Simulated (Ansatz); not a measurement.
# KSrCl3 (model cell, started as cubic perovskite with Sr in the octahedra): a soft mode frozen in

Wanted: the energy along a soft mode of KSrCl3 (model cell, started as cubic perovskite with Sr in the octahedra) and the structure at the end.

Method: DFT PBEsol, scalar-relativistic, plane waves, PAW; PAW set soft_1, in Ansatz 0.2.0.

The structure was built from a prototype and need not be the compound's stable phase.

**1. The structure**

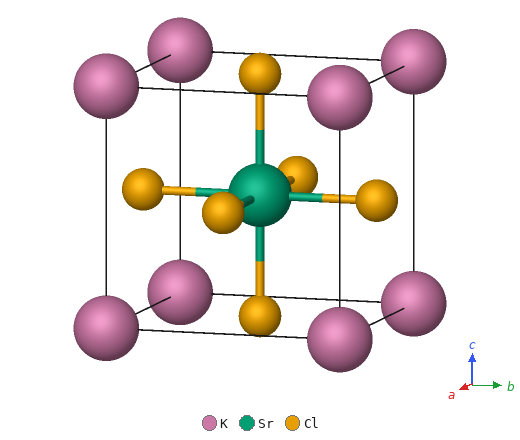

The starting structure, seen slightly off an axis (potassium pink, strontium teal, chlorine orange). Some periodic images of atoms are drawn too.

**2. Phonons on a q mesh**

The cell comes from relaxations at this level that are not shown. Stability and thermal properties need the whole zone. Linear response on a 2×2×2 q mesh gives force constants as far as a supercell of that size would, and the tensors from the zone-centre run are typed in so that the long-range dipole term is interpolated apart.

Contents of input.yaml:

```yaml
crystal:
  lattice:
    - [5.5845481721, 0.0, 0.0]
    - [0.0, 5.5845481721, 0.0]
    - [0.0, 0.0, 5.5845481721]
  atoms:
    - { symbol: K, position: [0.0, 0.0, 0.0] }
    - { symbol: Sr, position: [0.5, 0.5, 0.5] }
    - { symbol: Cl, position: [0.5, 0.5, 0.0] }
    - { symbol: Cl, position: [0.5, 0.0, 0.5] }
    - { symbol: Cl, position: [0.0, 0.5, 0.5] }
kpoints:
  mp_grid: { grid: [4, 4, 4] }
hamiltonian:
  xc: pbesol
  pseudopotentials: { kind: paw, azcp: { folder: soft_1 }, xc_functional: pbe }
scf:
  occupations: { method: fixed }
output:
  eigenvalues: true
phonons:
  method: dfpt
  qmesh: [2, 2, 2]
  temperatures: { t_max: 1000, t_step: 50 }
  qpath:
    path:
      - [[0.0, 0.0, 0.0], [0.0, 0.5, 0.0], [0.5, 0.5, 0.0], [0.0, 0.0, 0.0], [0.5, 0.5, 0.5], [0.0, 0.5, 0.0]]
      - [[0.5, 0.5, 0.5], [0.5, 0.5, 0.0]]
    npoints: 10
  non_analytic_term:
    high_frequency_dielectric_tensor: [[2.4577, 0.0, 0.0], [0.0, 2.4577, 0.0], [0.0, 0.0, 2.4577]]
    born_effective_charges:
      - { species: K, tensor: [[1.2709, 0.0, 0.0], [0.0, 1.2709, 0.0], [0.0, 0.0, 1.2709]] }
      - { species: Sr, tensor: [[2.3821, 0.0, 0.0], [0.0, 2.3821, 0.0], [0.0, 0.0, 2.3821]] }
      - { species: Cl, tensor: [[-0.8663, 0.0, 0.0], [0.0, -0.8663, 0.0], [0.0, 0.0, -1.9205]] }
      - { species: Cl, tensor: [[-0.8663, 0.0, 0.0], [0.0, -1.9205, 0.0], [0.0, 0.0, -0.8663]] }
      - { species: Cl, tensor: [[-1.9205, 0.0, 0.0], [0.0, -0.8663, 0.0], [0.0, 0.0, -0.8663]] }
    source: "zone-centre run at this cell"
```

The run is started by

```sh
$ ansatz run input.yaml --threads 4 --pin off --max-ram 16384MiB --backend cpu --events-out ev --progress --plain --runs-dir out
```

Numbers of over 12 decimals in the logs are rounded to 6 here.

Log:

```text
Engine: ansatz 0.2.0, aarch64-unknown-linux-gnu
Pseudopotentials: kind: paw
Pseudopotential: K, paw, valence charge 9, recommended cutoff 420 eV (normal), soft_1/K.paw.azcp
Pseudopotential: Sr, paw, valence charge 10, recommended cutoff 420 eV (normal), soft_1/Sr.paw.azcp
Pseudopotential: Cl, paw, valence charge 7, recommended cutoff 420 eV (normal), soft_1/Cl.paw.azcp
Functional definition: PBEsol
  exchange = pbesol_x
  correlation = pbesol_c
Crystal: 5 atoms, lattice volume = 174.166 Å³
Basis set: ecut = 420 eV, 3407 PW (Γ), exchange–correlation on 80×80×80 points (8 copies of the dense FFT grid, shifted against one another)
Bands: 25, of which v1, the nominal top of the filled ones, is band 20 counted from 1 (19 counted from 0)
Symmetry: 48 space group operations
k-points: 10 of 64
Non-local potential: K, projectors of the file, l = 0: 3, l = 1: 2, l = 2: 2
Non-local potential: Sr, projectors of the file, l = 0: 3, l = 1: 2, l = 2: 2
Non-local potential: Cl, projectors of the file, l = 0: 2, l = 1: 2, l = 2: 1
PAW form: soft (Blöchl's): semilocal exchange-correlation on the pseudo side does not see the compensation charge
PAW frozen core: K, regenerated for the run's functional, and the local potential with it (the file was generated under x = pbe(κ = 0.804, μ = 0.219515), c = pbe(β = 0.066725))
PAW frozen core: Sr, regenerated for the run's functional, and the local potential with it (the file was generated under x = pbe(κ = 0.804, μ = 0.219515), c = pbe(β = 0.066725))
PAW frozen core: Cl, regenerated for the run's functional, and the local potential with it (the file was generated under x = pbe(κ = 0.804, μ = 0.219515), c = pbe(β = 0.066725))
PAW one-centre angular grid: K, 110 points (default); XC on 64 Gauss nodes
PAW one-centre angular grid: Sr, 110 points (default); XC on 64 Gauss nodes
PAW one-centre angular grid: Cl, 110 points (default); XC on 64 Gauss nodes
Initial density: superposition of atomic densities (chi_scale 0.1, normalization cell, long waves kept (reshape's long-wave potential 0.01 eV rms))
Initial wavefunctions: pseudopotential atomic-orbital guess
Functional: x = pbesol(κ = 0.804, μ = 0.123457), c = pbesol(β = 0.046)
SCF iter   1: F=—  HF=-8203.793689 eV  |F-HF|=—  |Δ(HF+E_count)|=         —  Δρ=4.10e-2  dr2=5.37e0  ethr=3.10e-3  ⟨swp⟩=7.4  Hψ=1366  notcnv=0  defer=24
preconditioner: auto → Resta (q_TF=auto, 2.135 Å⁻¹)  ε∞=2.8  [insulator: Δε(μ)=3.355 eV  Ē_g=11.464 eV  n_scr=26 (ndim 8)  ℏωp=15.4 eV  f_vac=0.002  ε∞_Penn≈2.8]
SCF iter   2: F=—  HF=-8201.879643 eV  |F-HF|=—  |Δ(HF+E_count)|=    1.91e0  Δρ=1.37e-2  dr2=7.73e-1  ethr=3.10e-3  ⟨swp⟩=4.4  Hψ=708  notcnv=0  defer=24
SCF iter   3: F=—  HF=-8201.580886 eV  |F-HF|=—  |Δ(HF+E_count)|=   2.99e-1  Δρ=5.26e-3  dr2=8.13e-2  ethr=1.93e-3  ⟨swp⟩=3.8  Hψ=553  notcnv=0  defer=25
SCF iter   4: F=—  HF=-8201.579660 eV  |F-HF|=—  |Δ(HF+E_count)|=   1.23e-3  Δρ=1.27e-3  dr2=4.50e-3  ethr=2.03e-4  ⟨swp⟩=4.6  Hψ=585  notcnv=0  defer=24
SCF iter   5: F=—  HF=-8201.582639 eV  |F-HF|=—  |Δ(HF+E_count)|=   2.98e-3  Δρ=3.27e-4  dr2=2.46e-4  ethr=1.13e-5  ⟨swp⟩=3.8  Hψ=481  notcnv=0  defer=25
SCF iter   6: F=—  HF=-8201.583191 eV  |F-HF|=—  |Δ(HF+E_count)|=   5.52e-4  Δρ=5.82e-5  dr2=1.09e-5  ethr=6.16e-7  ⟨swp⟩=2.3  Hψ=417  notcnv=0  defer=24
SCF iter   7: F=—  HF=-8201.583225 eV  |F-HF|=—  |Δ(HF+E_count)|=   3.43e-5  Δρ=1.65e-5  dr2=1.42e-6  ethr=2.73e-8  ⟨swp⟩=2.1  Hψ=391  notcnv=0  defer=24
SCF iter   8: F=—  HF=-8201.583228 eV  |F-HF|=—  |Δ(HF+E_count)|=   2.57e-6  Δρ=3.23e-6  dr2=2.14e-8  ethr=3.54e-9  ⟨swp⟩=2.0  Hψ=389  notcnv=0  defer=21
SCF iter   9: F=—  HF=-8201.583228 eV  |F-HF|=—  |Δ(HF+E_count)|=   3.93e-8  Δρ=6.41e-7  dr2=4.09e-10  ethr=5.36e-11  ⟨swp⟩=2.0  Hψ=432  notcnv=0  defer=21
SCF iter  10: F=—  HF=-8201.583228 eV  |F-HF|=—  |Δ(HF+E_count)|=  9.82e-10  Δρ=1.06e-7  dr2=1.28e-11  ethr=1.02e-12  ⟨swp⟩=2.3  Hψ=444  notcnv=0  defer=21
SCF iter  11: F=-8201.583228 eV  HF=-8201.583228 eV  |F-HF|=0.00e0  |Δ(HF+E_count)|=  1.64e-11  Δρ=2.86e-8  dr2=1.38e-12  ethr=1.00e-12  ⟨swp⟩=18.7  Hψ=2222  notcnv=0
SCF 1 converged in 11 iterations: F = -8201.583228 eV  dr2 = 1.38e-12
  greatest PAW one-centre occupation: 0.987 electrons in one spin orbital (limit 2), on the Sr atom at site 1 (counted from 0), in its partial waves of l = 0
NSCF: frozen V_eff on 10 k-points
NSCF: frozen V_eff on 27 k-points
DFPT response loops at q = (0, 0, 0) (fractional): preconditioner auto → none (the input reference at scf.mixing.eps_inf says where Resta's filter doesn't serve); β = 0.50; Broyden in place of MSR1
NSCF: frozen V_eff on 54 k-points
DFPT response loops at q = (0, 0, -0.5) (fractional): preconditioner auto → Resta (q_TF=auto, 2.135 Å⁻¹)  ε∞=3.7 (no band partly filled); β = 1.00, the filter's whole step (`scf.mixing.beta` (0.50) is not read by the response loops at its default; to damp them type it under 1.00, their step now; it binds the ground state too); Broyden in place of MSR1
NSCF: frozen V_eff on 54 k-points
DFPT response loops at q = (0, -0.5, -0.5) (fractional): mixed as the last ones told, above
NSCF: frozen V_eff on 54 k-points
DFPT response loops at q = (-0.5, -0.5, -0.5) (fractional): preconditioner auto → none (the input reference at scf.mixing.eps_inf says where Resta's filter doesn't serve); β = 0.50; Broyden in place of MSR1
SCF converged after 11 iterations
Free energy (F): -8201.583228 eV
Harris-Foulkes:  -8201.583228 eV  (|F-HF|=0.00e0)
Internal energy: -8201.583228 eV  (E = F + TS)
E sigma→0 (E₀):  -8201.583228 eV
Fermi energy:    0.787137 eV
--- Per-component energies (eV) ---
  E_band       = -334.480874
  E_kinetic    = 946.454290
  E_local      = -2315.873889  (includes V_loc(G=0)·N_el)
  E_nonlocal   = 342.979612
  E_hartree    = 721.834073
  E_xc         = -627.667865
  E_vxc        = -668.830890  (∫ρ·V_xc dr)
  E_paw        = -5327.253206  (= ΣΔE_a)
  E_vpaw       = -82.878419  (= ΣTr[D̂ρ^β])
  E_aug_tail   = 0.000304  (compensation charges beyond the density's cutoff)
  E_ewald      = -1942.534077
  E_core_change = 0.477530  (= ΣΔE_core)
  E_smearing   = -0.000000  (= −TS)
  E_closure    = -0.000000  (closes the sum)
  Σ components = -8201.583228   (vs F -8201.583228, Δ=0.00e0)
--- Band table (eV; the first three rows and the last of 10) ---
  k-point 0: bands = [... 16 lower, 0.3464, 0.5739, 0.5739, 0.5739, 5.2478, 6.7541, 6.7541, 6.7541, ... 1 higher]
  k-point 1: bands = [... 16 lower, 0.2406, 0.2926, 0.5271, 0.5271, 5.8089, 6.8608, 7.2702, 7.2702, ... 1 higher]
  k-point 2: bands = [... 16 lower, 0.0628, 0.2406, 0.5032, 0.5032, 6.9004, 6.9875, 7.1338, 7.9916, ... 1 higher]
  k-point 9: bands = [... 16 lower, -0.5877, 0.7871, 0.7871, 0.7871, 6.8588, 8.0472, 8.0472, 8.0472, ... 1 higher]
--- Phonons (Γ-DFPT): 4 representative perturbations + reference (Σ response iterations 12) ---
  ASR residual: 1.259e-4 → 0.000e0 eV/Å²; symmetrization residual: 5.217e-6 eV/Å²
  ASR residual per site (eV/Å²): 2.34e-5 1.26e-4 2.29e-5 2.29e-5 2.29e-5
  Γ frequencies (cm⁻¹): -65.77 -65.77 -65.77 -33.53 -33.53 -33.53 0.00 0.00 0.00 76.00 76.00 76.00 250.15 250.15 250.15
--- Phonons (arbitrary-q DFPT): 4 irreducible q on the 2×2×2 mesh ---
  q = [0.0000, 0.0000, 0.0000] (star 1, of the zone-centre solve; hermiticity 1.66e-6, symmetrization 4.99e-13): -65.77 -65.77 -65.77 -33.53 -33.53 -33.53 -0.00 -0.00 -0.00 76.00 76.00 76.00 250.15 250.15 250.15
  q = [0.0000, 0.0000, -0.5000] (star 3, 9 solved perturbations in 216 linear systems a pass and spin channel, the states on 27 of 64 k-point pairs; hermiticity 9.23e-7, symmetrization 2.88e-13): -58.99 -58.99 -31.99 -31.99 -21.46 47.23 47.23 56.59 61.09 61.09 67.34 165.97 249.88 249.88 259.38
  q = [0.0000, -0.5000, -0.5000] (star 3, 9 solved perturbations in 216 linear systems a pass and spin channel, the states on 27 of 64 k-point pairs; hermiticity 1.14e-6, symmetrization 8.30e-14): -66.42 -64.52 -64.52 -42.68 24.33 24.33 55.80 67.82 67.82 86.41 163.17 163.17 229.46 249.64 266.00
  q = [-0.5000, -0.5000, -0.5000] (star 1, 4 solved perturbations in 81 linear systems a pass and spin channel, the states on 27 of 64 k-point pairs; hermiticity 1.12e-6, symmetrization 2.63e-13): -66.73 -66.73 -66.73 -62.72 -62.72 -62.72 94.29 94.29 94.29 158.15 158.15 158.15 229.19 229.19 271.81
  sum rule: each row above includes the acoustic sum rule's correction from the zone centre's row sums; it moved no ω² by more than (0.63 cm⁻¹)²
  mesh force constants: q→R imaginary residual 4.26e-18; ASR residual 1.259e-4 → 0.000e0 eV/Å²; symmetrization residual 4.441e-15 eV/Å²
  interpolated dispersion: 63 rows × 15 modes
  density of states and harmonic sums: on the 12×12×12 q-mesh, interpolated from the force constants of a 2×2×2 supercell (with the dipole–dipole term of supplied tensors)
  largest difference from the sums on the solved wave vectors: F 5.40e-2 eV, S 6.03e-5 and C_V 1.95e-5 eV/K
  zero-point energy: 0.082370 eV/cell   skipped modes (ω ≤ 0): 447, of them read as no rigid motion or as one in doubt: 444 (5.322e0 modes/cell left out, lowest -67.19 cm⁻¹)   left out of the sums: 3.55e-1 of the cell's modes: C_V's classical limit lies that fraction below 3 k_B per atom; for a crystal, a wire or a layer, F and S can be off by more, and a phonons.interpolated_qmesh denser along its periods is the remedy for the sampling
```

Run time: 76 s. Hardware: 4 threads of Arm Neoverse V1, shared host; peak memory 0.76 GiB.

Numbers from this step:

- gap on the k-mesh: 4.461 eV
- volume per atom: 34.83 Å³
- sum-rule residual before enforcement: 1.26e-4 eV/Å²
- lowest frequency on the path: -67.20 cm⁻¹
- point group: m-3m
- highest frequency on the path or at a solved wavevector: 287.8 cm⁻¹
- highest optical mode at the zone centre (no LO-TO term): 250.2 cm⁻¹
- lowest optical zone-centre mode: -65.77 cm⁻¹
- lowest mode on the q mesh (acoustic modes at Γ apart): -66.73 cm⁻¹

Frequencies (cm⁻¹) solved at each irreducible wavevector; negative means imaginary. Frequencies by wavevector, by row:

```
q in reciprocal lattice units  star  mode 1  mode 2  mode 3  mode 4  mode 13  mode 14  mode 15
                        0 0 0     1   -65.8   -65.8   -65.8   -33.5    250.2    250.2    250.2
                     0 0 -0.5     3     -59     -59     -32     -32    249.9    249.9    259.4
                  0 -0.5 -0.5     3   -66.4   -64.5   -64.5   -42.7    229.5    249.6      266
               -0.5 -0.5 -0.5     1   -66.7   -66.7   -66.7   -62.7    229.2    229.2    271.8
```

Interpolated from a 2×2×2 q mesh, with the LO-TO term (at Γ the limit along the path; where Γ stands inside the path, tables give the limit on arrival). The phonon branches at the labelled points (cm⁻¹):

```
    point  branch 1  branch 2  branch 3  branch 4  branch 12  branch 13  branch 14  branch 15
        Γ       -66       -66       -34       -34         92        250        250        288
        X       -59       -59       -32       -32        166        250        250        259
        M       -66       -64       -64       -43        163        230        250        266
        Γ       -66       -66       -34       -34         92        250        250        288
        R       -67       -67       -67       -63        158        229        229        272
        X       -59       -59       -32       -32        166        250        250        259
jump to R       -67       -67       -67       -63        158        229        229        272
        M       -66       -64       -64       -43        163        230        250        266
```

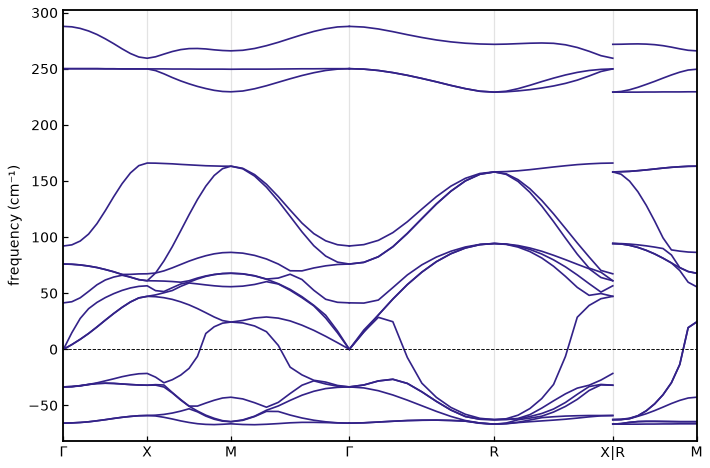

Phonon branches along the path.

Symmetry leaves 4 wavevectors to solve. The lowest mode among them, the acoustic zeros apart, lies at q = (-0.5, -0.5, -0.5) and is imaginary, 66.7i cm⁻¹, so the energy falls along it.

**3. The mode frozen in, largest atomic shift 0 Å**

The mode followed lies at q = (0, -0.5, -0.5) with frequency 66.4i cm⁻¹, one of the unstable modes though not the softest. At small amplitude the distorted cell has space group no. 127 by a symmetry search on the positions. The undistorted cell that holds it gives the zero of energy on the same k mesh.

System of this step: KSrCl3 (model cell, started as cubic perovskite with Sr in the octahedra). Symmetry: Pm-3m, No. 221, cubic system. The conventional cell has a = 5.585 Å, b = 5.585 Å, c = 5.585 Å, α = 90.00°, β = 90.00°, γ = 90.00°. K has 12 Cl at 3.95 Å nearest. Nearest to Sr lie 6 Cl at 2.79 Å. Nearest to Cl lie 2 Sr at 2.79 Å and 4 K at 3.95 Å. Cl has 2 Sr at 2.79 Å and 4 K at 3.95 Å nearest. Farther neighbours and most contacts between anions are not listed.

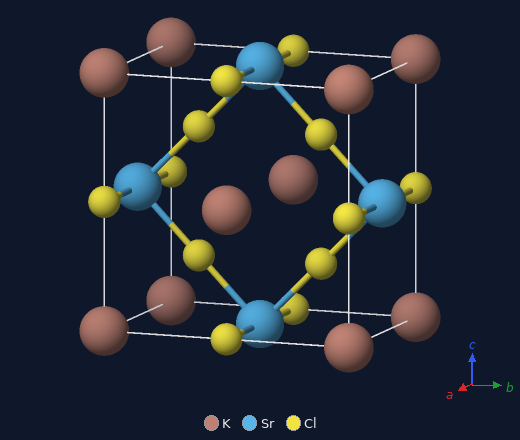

The cell of this step (potassium pink, strontium blue, chlorine yellow). Some periodic images of atoms are drawn too.

Contents of input.yaml:

```yaml
crystal:
  lattice:
    - [-5.5845481721, 0.0, 0.0]
    - [0.0, -5.5845481721, -5.5845481721]
    - [0.0, -5.5845481721, 5.5845481721]
  atoms:
    - { symbol: K, position: [0.0, 0.5, 0.5] }
    - { symbol: K, position: [0.0, 0.0, 0.0] }
    - { symbol: Sr, position: [0.5, 0.0, 0.5] }
    - { symbol: Sr, position: [0.5, 0.5, 0.0] }
    - { symbol: Cl, position: [0.5, 0.25, 0.25] }
    - { symbol: Cl, position: [0.5, 0.75, 0.75] }
    - { symbol: Cl, position: [0.5, 0.25, 0.75] }
    - { symbol: Cl, position: [0.5, 0.75, 0.25] }
    - { symbol: Cl, position: [0.0, 0.0, 0.5] }
    - { symbol: Cl, position: [0.0, 0.5, 0.0] }
kpoints:
  mp_grid: { grid: [4, 4, 4] }
hamiltonian:
  xc: pbesol
  pseudopotentials: { kind: paw, azcp: { folder: soft_1 }, xc_functional: pbe }
scf:
  occupations: { method: gaussian, width: 0.02 }
output:
  forces: true
  stress: true
  eigenvalues: true
```

Log:

```text
[...]
Crystal: 10 atoms, lattice volume = 348.333 Å³
Basis set: ecut = 420 eV, 6795 PW (Γ), exchange–correlation on 80×108×108 points (8 copies of the dense FFT grid, shifted against one another)
Bands: 50, of which v1, the nominal top of the filled ones, is band 40 counted from 1 (39 counted from 0)
Symmetry: 32 space group operations
[...]
k-points: 18 of 64
[...]
k-point 0: bands = [... 36 lower, 0.5738, 0.5738, 0.5739, 0.7789, 5.2478, 6.7541, 6.7542, 6.7542, ... 5 higher]
  k-point 1: bands = [... 36 lower, 0.3752, 0.4822, 0.5352, 0.6929, 5.5452, 6.9187, 6.9278, 7.0222, ... 5 higher]
  k-point 2: bands = [... 36 lower, 0.4286, 0.4286, 0.5214, 0.5214, 6.2754, 6.2754, 7.3612, 7.3612, ... 5 higher]
  k-point 17: bands = [... 36 lower, 0.1462, 0.1462, 0.7790, 0.7790, 7.6361, 7.6361, 8.0971, 8.0971, ... 5 higher]
[key lines of the parts left out:]
SCF converged after 9 iterations
Free energy (F): -16403.167160 eV
Fermi energy:    3.017466 eV
P = ⅓ Tr σ = -0.0011 GPa (-0.011 kbar)
```

Elapsed: 6.8 s, on 4 threads; peak memory 0.79 GiB.

This step gave:

* pressure: -0.001145 GPa
* energy from the undistorted cell: 0 meV/atom

At this level the gap is 4.46 eV on the k-mesh of the self-consistent run, which can miss the band edges.

**4. The mode frozen in, largest atomic shift 0.6 Å**

The atoms are moved along the unstable eigenvector, the largest shift by 0.6 Å, with the cell fixed.

input.yaml, the sections that differ from step 3:

```yaml
crystal:
  lattice:
    - [-5.5845481721, 0.0, 0.0]
    - [0.0, -5.5845481721, -5.5845481721]
    - [0.0, -5.5845481721, 5.5845481721]
  atoms:
    - { symbol: K, position: [0.0, 0.5, 0.5] }
    - { symbol: K, position: [0.0, 0.0, 0.0] }
    - { symbol: Sr, position: [0.5, 0.0, 0.5] }
    - { symbol: Sr, position: [0.5, 0.5, 0.0] }
    - { symbol: Cl, position: [0.5, 0.3037196548, 0.3037196548] }
    - { symbol: Cl, position: [0.5, 0.6962803452, 0.6962803452] }
    - { symbol: Cl, position: [0.5, 0.1962803452, 0.8037196548] }
    - { symbol: Cl, position: [0.5, 0.8037196548, 0.1962803452] }
    - { symbol: Cl, position: [0.0, 0.0, 0.5] }
    - { symbol: Cl, position: [0.0, 0.5, 0.0] }
# kpoints, hamiltonian, scf, output: as in step 3
```

Log:

```text
[...]
Crystal: 10 atoms, lattice volume = 348.333 Å³
Basis set: ecut = 420 eV, 6795 PW (Γ), exchange–correlation on 80×108×108 points (8 copies of the dense FFT grid, shifted against one another)
Bands: 50, of which v1, the nominal top of the filled ones, is band 40 counted from 1 (39 counted from 0)
Symmetry: 16 space group operations
[...]
k-points: 18 of 64
[...]
k-point 0: bands = [... 36 lower, 0.4782, 0.4910, 0.5452, 0.5452, 5.3304, 6.6830, 6.6830, 7.0199, ... 5 higher]
  k-point 1: bands = [... 36 lower, 0.3186, 0.4424, 0.5054, 0.5352, 5.6359, 6.8326, 6.8356, 7.1830, ... 5 higher]
  k-point 2: bands = [... 36 lower, 0.3435, 0.3435, 0.5192, 0.5192, 6.3728, 6.3728, 7.1688, 7.1688, ... 5 higher]
  k-point 17: bands = [... 36 lower, 0.1909, 0.1909, 0.6645, 0.6645, 7.6276, 7.6277, 7.7446, 7.7446, ... 5 higher]
[key lines of the parts left out:]
SCF converged after 9 iterations
Free energy (F): -16403.468006 eV
Fermi energy:    3.014000 eV
P = ⅓ Tr σ = -0.7422 GPa (-7.422 kbar)
```

Wall time 6.7 s (4 threads); peak memory 0.8 GiB; 26 s of CPU time.

Numbers from this step:

```
pressure                         : -0.7422 GPa
gap on the k-mesh                : 4.633 eV
energy from the undistorted cell : -30.09 meV/atom
```

The energy, extrapolated to zero smearing, is -30.09 meV/atom against the undistorted cell.

The run ends at a pressure of -0.74 GPa, with forces up to 0.16 eV/Å.

(Part 1 of 3 ends here.)

[Logs are printed without paths, hosts, clocks, repeated set-up lines and the standing remarks that a program may print on its own settings, such as how far it seeks lower states.]

[Hosts, paths, dates, database ids (printed as entryN), source tags and the programs' standing remarks are cut or masked in the printed files.]
